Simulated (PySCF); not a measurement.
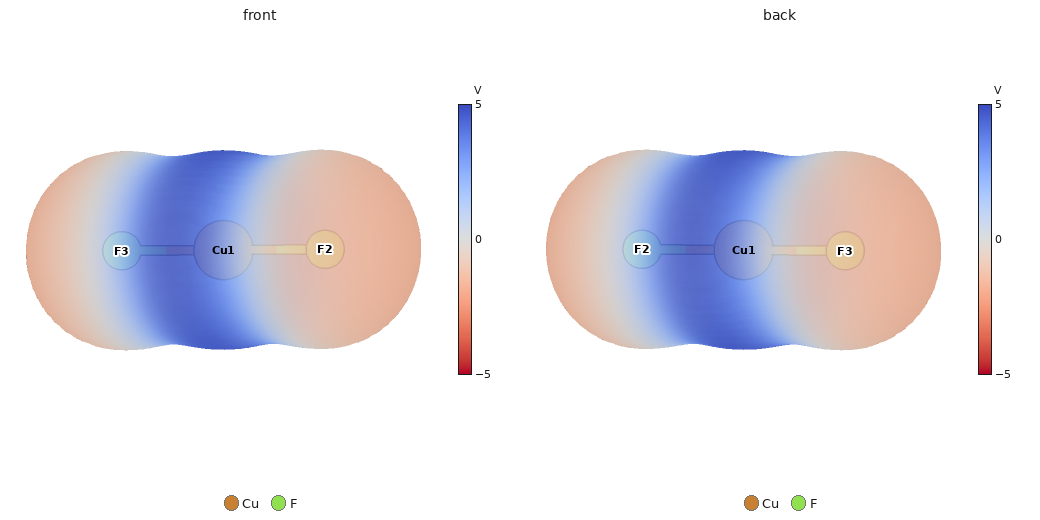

*CuF₂ (SMILES [F][Cu][F]) (doublet). The electrostatic potential painted on the density surface at 0.004 e/bohr³, seen from the front and from behind; red is negative and blue positive.*

Geometry: BP86-D3(BJ)/def2-SVP.

Method: PySCF 2.14.0, density-fitted response routines, DFT single point, gas phase, functional B3LYP.

> Where is the surface potential most negative and most positive?

The most negative region (about −1.6 V) lies over F2 and F3, the most positive (about +4.5 V) over Cu1.
